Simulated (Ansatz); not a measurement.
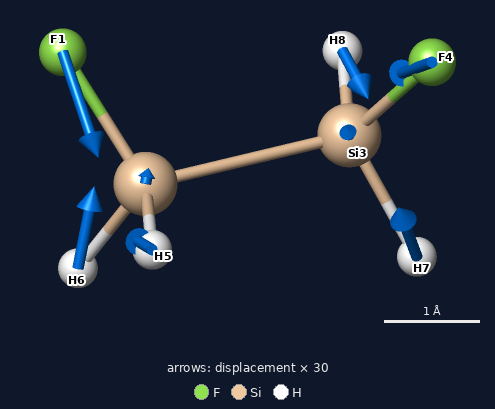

A relaxation of Si$_{2}$H$_{4}$F$_{2}$. The starting structure is drawn; blue arrows show the displacements, 30 times their true length. The two geometries are superimposed by the best rigid fit.

The picture is a ball-and-stick view, seen at a tilt.

The start comes from PBE-D4/def2-SVP.

Computed with RKS PBE0-D4/def2-TZVP in Ansatz. (force threshold 0.005 eV/Å; at most 150 steps)

**Describe the change and its energy.**

Over 6 geometry steps the energy falls by 0.066 eV. The largest force component goes from 1.2 to 0.00094 eV/Å. The largest moves after the best rigid fit, 0.041 Å, are those of F atoms. Largest moves by element: F 0.041 Å, H 0.030 Å, Si 0.006 Å. Among the contacts that change: F–Si 1.645 → 1.605 Å, H–Si 1.507 → 1.487 Å, Si–Si 2.354 → 2.350 Å. The run took of the order of 50 core-seconds on a shared host.
